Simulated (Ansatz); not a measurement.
# One shape, several levels: singlet GeH3O+

Aim: a comparison of 6 runs (B2PLYP/STO-3G, HSE06/STO-3G, r2SCAN/STO-3G, CCSDTQ/STO-3G, CCSD/STO-3G, FCI/STO-3G) of singlet GeH3O+. 

The results are computed with Ansatz 0.2.0.

60 further runs of the same task are left out: 6 that didn't finish, 54 set aside as unsound or not needed.

**1. The structure to begin with**

The species is GeH3O+ (5 atoms), meant as a singlet with charge +1. SMILES of the parent species: `[OH][GeH2]`. Geometry: relaxed at PBE0-D4/def2-TZVP. This is one conformer, not always the lowest. That shape belongs to the parent species and isn't relaxed for this state.

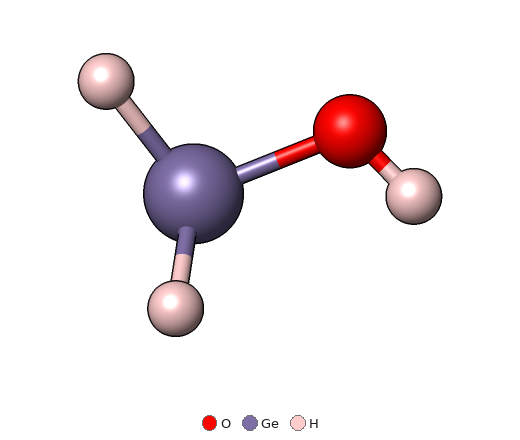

Viewed from a chosen angle; oxygen red, germanium purple, hydrogen pink.

**2. The energy at B2PLYP/STO-3G (run 1)**

job.yaml reads:

```yaml
crystal:
  periodic: [false, false, false]
  atoms:
    - {symbol: O, position_ang: [0.355500, -1.075800, 0.460700]}
    - {symbol: Ge, position_ang: [-0.520100, 0.416100, 0.017700]}
    - {symbol: H, position_ang: [1.097400, -0.907600, 1.046500]}
    - {symbol: H, position_ang: [-1.396800, -0.014400, -1.180300]}
    - {symbol: H, position_ang: [0.513900, 1.508000, -0.385900]}
basis:
  gaussian:
    orbitals: STO-3G
total_charge: 1
hamiltonian:
  xc: {name: B2PLYP}
correlation:
  frozen_orbitals: {Ge: 9, H: 0, O: 1}
accuracy: high
```

The run is started by

```console
$ ansatz run job.yaml --threads 1 --pin off --max-ram 2610MiB --events-out events.jsonl --progress --plain --runs-dir runs
```

Standard output:

```text
Warning: RAYON_NUM_THREADS=1 ignored (pool sized by the plan → 1); use --threads N
Functional definition: B2PLYP
  name "B2PLYP"
  parameter a = 0.53
  parameter c = 0.27
  exchange = (1 - a)*b88_x + a*exact_x
  correlation = (1 - c)*lyp_c + c*(mp2_os + mp2_ss)
380 factors; integrals over basis functions are off by at most 4.2e-9 eV
mean field evaluation 1: about -57906.8892 eV, gradient 3.8e1 eV
mean field evaluation 2: about -57906.8946 eV, gradient 3.8e1 eV
mean field evaluation 4: about -57913.3613 eV, gradient 3.1e0 eV
mean field evaluation 8: about -57913.4189 eV, gradient 6.6e-2 eV
mean field evaluation 16: about -57913.4190 eV, gradient 3.0e-5 eV
mean field -57913.41899903 eV, -2128.2788930892 hartree, gradient 1.1e-8 eV, S^2 0.000000; 0 other end points of the search recorded, 0 dependent functions left out; unrestricted orbitals would lower it
10 core orbitals not correlated: weight in the atoms' cores, before any rotation towards them, 1.000 or more for the frozen orbitals, at most 0.000 for the correlated occupied ones
reference -57913.41901605 eV, -2128.2788937145 hartree; 11, 11 occupied and 5, 5 virtual orbitals, 380 factors
second order -4.30000020 eV of doubles, -0.00000000 eV of singles
Total energy: -57914.58001610 eV, -2128.3215596795 hartree
```

It took 2 s on 1 thread of Arm Neoverse V1, shared host; peak memory 0.097 GiB.

**3. A single-point energy at HSE06/STO-3G (run 2)**

molecule.yaml reads:

```yaml
crystal:
  periodic: [false, false, false]
  atoms:
    - symbol: O
      position_ang: [0.355500, -1.075800, 0.460700]
    - symbol: Ge
      position_ang: [-0.520100, 0.416100, 0.017700]
    - symbol: H
      position_ang: [1.097400, -0.907600, 1.046500]
    - symbol: H
      position_ang: [-1.396800, -0.014400, -1.180300]
    - symbol: H
      position_ang: [0.513900, 1.508000, -0.385900]
basis:
  gaussian:
    orbitals: STO-3G
hamiltonian:
  xc: {name: HSE06}
total_charge: 1
accuracy: high
```

The run is started by

```console
$ ansatz run molecule.yaml --threads 1 --pin off --max-ram 2610MiB --events-out events.jsonl --progress --plain --runs-dir runs
```

Standard output:

```text
Warning: RAYON_NUM_THREADS=1 ignored (pool sized by the plan → 1); use --threads N
Functional definition: HSE06
  name "HSE06"
  parameter a = 0.25
  parameter omega = 0.11/bohr
  exchange = pbe_x - a*pbe_x_sr(omega) + a*exact_x_sr(omega)
  correlation = pbe_c
380 factors; integrals over basis functions are off by at most 4.2e-9 eV
54 factors; integrals over basis functions are off by at most 1.1e-9 eV
mean field evaluation 1: about -57901.3408 eV, gradient 7.0e1 eV
mean field evaluation 2: about -57841.2440 eV, gradient 1.3e2 eV
mean field evaluation 4: about -57917.8704 eV, gradient 8.3e0 eV
mean field evaluation 8: about -57918.0706 eV, gradient 2.6e-1 eV
mean field evaluation 16: about -57918.0708 eV, gradient 1.7e-5 eV
mean field -57918.07082372 eV, -2128.4498444932 hartree, gradient 6.8e-8 eV, S^2 0.000000; 0 other end points of the search recorded, 0 dependent functions left out
reference -57918.07082559 eV, -2128.4498445620 hartree; 21, 21 occupied and 5, 5 virtual orbitals, 380 factors
Total energy: -57918.07082559 eV, -2128.4498445620 hartree
```

It took 1.6 s on 1 thread of Arm Neoverse V1, shared host; peak memory 0.095 GiB.

Runs 3 to 5 aren't shown in full; the table further down has their settings and results.

**4. A single-point energy at FCI/STO-3G (run 6)**

input.yaml reads:

```yaml
crystal:
  periodic: [false, false, false]
  atoms:
    - {symbol: O, position_ang: [0.355500, -1.075800, 0.460700]}
    - {symbol: Ge, position_ang: [-0.520100, 0.416100, 0.017700]}
    - {symbol: H, position_ang: [1.097400, -0.907600, 1.046500]}
    - {symbol: H, position_ang: [-1.396800, -0.014400, -1.180300]}
    - {symbol: H, position_ang: [0.513900, 1.508000, -0.385900]}
basis:
  gaussian: {orbitals: STO-3G}
accuracy: high
correlation: {method: fci, frozen_orbitals: {Ge: 9, H: 0, O: 1}}
total_charge: 1
```

The run is started by

```console
$ ansatz run input.yaml --threads 1 --pin off --max-ram 2610MiB --events-out events.jsonl --progress --plain --runs-dir runs
```

Standard output:

```text
Warning: RAYON_NUM_THREADS=1 ignored (pool sized by the plan → 1); use --threads N
Functional definition: HF
  name "HF"
  exchange = exact_x
  correlation = 0
380 factors; integrals over basis functions are off by at most 4.2e-9 eV
mean field evaluation 1: about -57875.4780 eV, gradient 3.4e1 eV
mean field evaluation 2: about -57875.5125 eV, gradient 3.4e1 eV
mean field evaluation 4: about -57880.6216 eV, gradient 2.6e0 eV
mean field evaluation 8: about -57880.6876 eV, gradient 3.1e-2 eV
mean field -57880.68418912 eV, -2127.0759110134 hartree, gradient 1.6e-8 eV, S^2 0.000000; 0 other end points of the search recorded, 0 dependent functions left out; unrestricted orbitals would lower it
mean field evaluation 16: about -57880.6047 eV, gradient 7.8e0 eV
10 core orbitals not correlated: weight in the atoms' cores, before any rotation towards them, 1.000 or more for the frozen orbitals, at most 0.000 for the correlated occupied ones
reference -57880.68418912 eV, -2127.0759110134 hartree; 11, 11 occupied and 5, 5 virtual orbitals, 380 factors
state -57884.51818666 eV, -2127.2168078242 hartree
Total energy: -57884.51818666 eV, -2127.2168078242 hartree
```

Wall time 2.2 min (1 thread of Arm Neoverse V1, shared host); peak memory 1.2 GiB.

**5. All runs side by side**

| run | level | frozen core orbitals | energy (Eh) | wall time |
| --- | --- | --- | --- | --- |
| 1 | B2PLYP/STO-3G | 10 | -2128.321560 | 2 s |
| 2 | HSE06/STO-3G | – | -2128.449845 | 1.6 s |
| 3 | r2SCAN/STO-3G | – | -2128.789757 | 3.3 s |
| 4 | CCSDTQ/STO-3G | 10 | -2127.216862 | 27 s |
| 5 | CCSD/STO-3G | 10 | -2127.207303 | 0.28 s |
| 6 | FCI/STO-3G | 10 | -2127.216808 | 2.2 min |

**6. Results**

| quantity | value |
| --- | --- |
| run 6: total energy | -2127.21681 Eh |
| run 6: correlation energy (10 core orbitals frozen) | -140.9 mEh |

In words: Against full CI in this basis: CCSDTQ -0.1 mEh; CCSD +9.5 mEh. Totals of different functionals can't be ranked against each other. In run 5 the T1 diagnostic is large, so a single reference may not serve. In runs 1, 4, 5 the log says that unrestricted orbitals would lower the reference, so the values rest on an unstable closed-shell determinant (other closed-shell runs at this shape may share the fault). In runs 1, 2, 3, 4, 5, 6 the basis is minimal, so the values are rough. All runs together took 2.8 min, the longest 2.2 min.
